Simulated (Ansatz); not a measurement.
```xyz
8
Lattice="6.0806 0.0000 0.0000 0.0000 6.0806 0.0000 0.0000 0.0000 6.0806" Properties=species:S:1:pos:R:3 pbc="T T T"
K     0.0000    0.0000    0.0000
Ga    3.0403    3.0403    3.0403
H     3.4141    0.0000    0.0000
H     2.6665    0.0000    0.0000
H     0.0000    3.4141    0.0000
H     0.0000    2.6665    0.0000
H     0.0000    0.0000    3.4141
H     0.0000    0.0000    2.6665
```

Space group Pm-3m; a structure generated by program, which may or may not match a known phase.

Level of theory: Ansatz 0.2.0, DFT PBE, scalar-relativistic, plane waves, PAW.

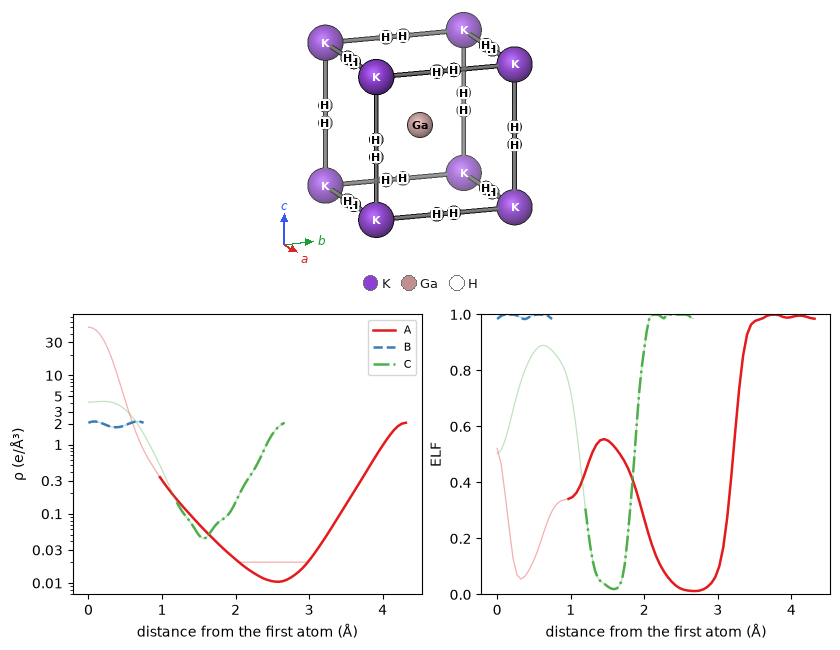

KGaH6. Valence electron density and ELF along straight lines between neighbouring atoms. Thin, pale parts lie inside the atomic spheres. The structure is drawn too.

The density is the valence pseudo-density of a PAW calculation; it isn't the true density close to the nuclei.

Question: Which curve belongs to which contact (Ga–H, H–H and K–H)? The first atom named is at distance zero.

Answer: Curve A: Ga–H (4.32 Å): ρ at the midpoint is about 0.02 e/Å³; the ELF climbs to about 1 towards the hydrogen. Curve B: H–H (0.75 Å): the density is about 1.8 e/Å³ at the midpoint; the ELF is about 1 at the midpoint. Curve C: K–H (2.67 Å): ρ is about 0.09 e/Å³ halfway; the ELF climbs to about 1 towards the hydrogen.
